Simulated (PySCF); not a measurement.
## Electronic structure of C5H9FO (SMILES FCOCC1CC1) in real space

```xyz
16

F     1.9279   -0.3724    1.6355
C     2.4132    0.0188    0.4021
O     1.5171    0.7588   -0.3019
C     0.4268    0.0406   -0.8787
C    -0.6429   -0.3376    0.1183
C    -2.0705   -0.3987   -0.3364
C    -1.6209    0.7076    0.5653
H     2.6983   -0.9187   -0.1079
H     3.2878    0.6478    0.6029
H     0.0166    0.7217   -1.6277
H     0.8159   -0.8564   -1.3843
H    -0.3259   -1.0645    0.8548
H    -2.7009   -1.1735    0.0718
H    -2.2852   -0.1623   -1.3677
H    -1.5203    1.6976    0.1481
H    -1.9445    0.7001    1.5943
```

Geometry: GFN2-xTB, NEB image 0 of 0 to 8.

Method: PySCF, PBE0/pcSseg-1, SCF density, gas phase, non-relativistic.

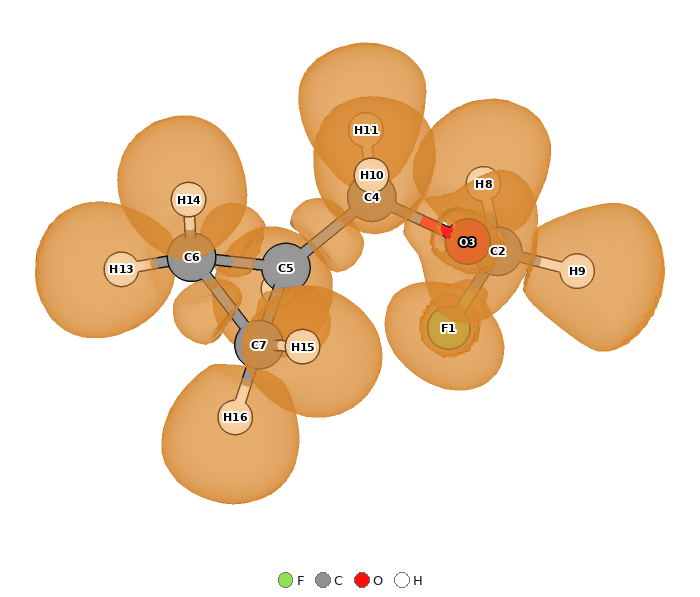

Figure 1. Isosurface of the electron localisation function at 0.75 (orange), seen at a tilt. Only the valence region is drawn (cores and ρ < 0.01 e/Å³ removed).

**What do the ELF domains correspond to?**

The surface consists of four regions between bonded C–C atoms (shared pairs), nine regions around hydrogen nuclei, one region on F in which the atom's valence shell and bonds are merged and one region on O in which the atom's valence shell and bonds are merged.


C–O (1.36 Å): the ELF peaks at about 0.90 between the atoms: a shared but strongly polarised pair. C–F (1.38 Å): the ELF peaks at about 0.85 between the atoms; a shared but strongly polarised pair.

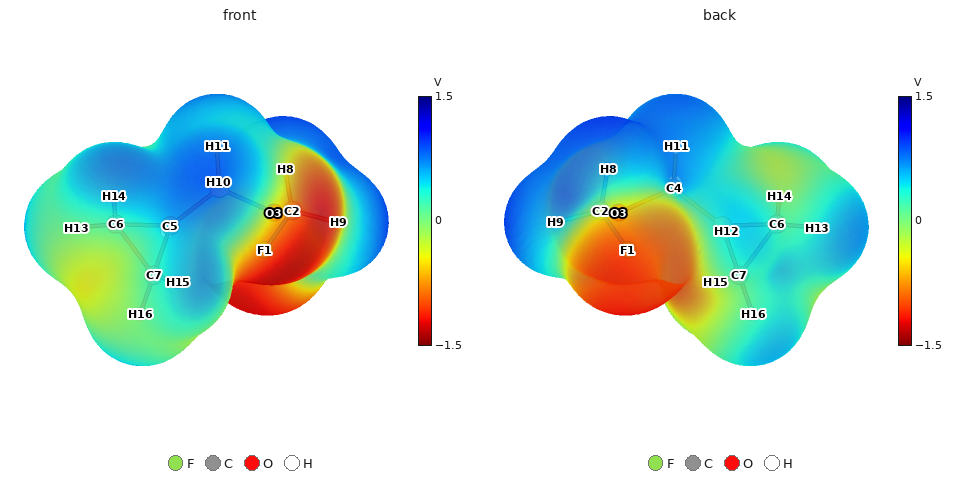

Figure 2. The molecular electrostatic potential painted on the density surface at 0.002 e/bohr³, seen from the front and from behind; the colour scale runs from red (negative) to blue (positive).

**Where is the surface potential most negative and most positive?**

The most negative region (about −1.3 V, or −30 kcal/mol for a unit charge) lies over O3, the most positive (about +0.9 V, or +21 kcal/mol for a unit charge) over H8, H9 and H10. O3 is the likeliest acceptor of a hydrogen bond.

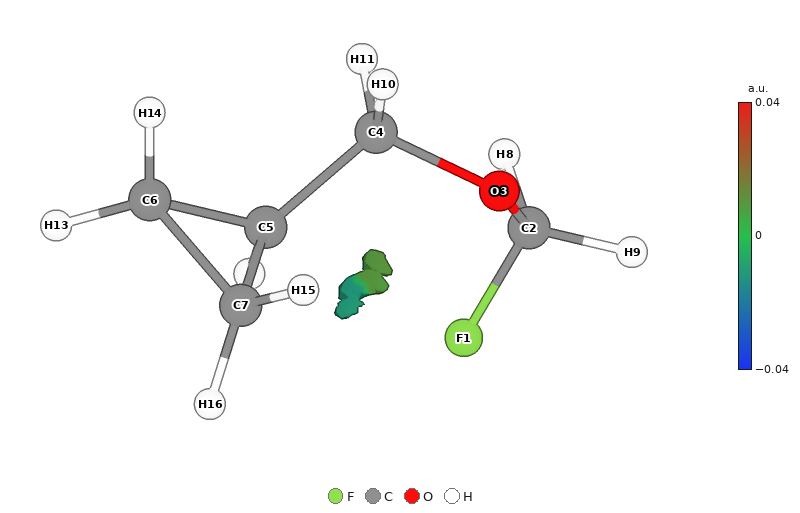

Figure 3. Non-covalent interaction (NCI) plot: the surface where the reduced density gradient is 0.4, for densities under 0.05 a.u., coloured by sign(λ₂)ρ; seen at a tilt.

**Identify the weak interactions.**

Between H12 and C5 on one side and F1 on the other: a weak contact, attractive (blue-green) on one side and crowded (olive to red) on the other.
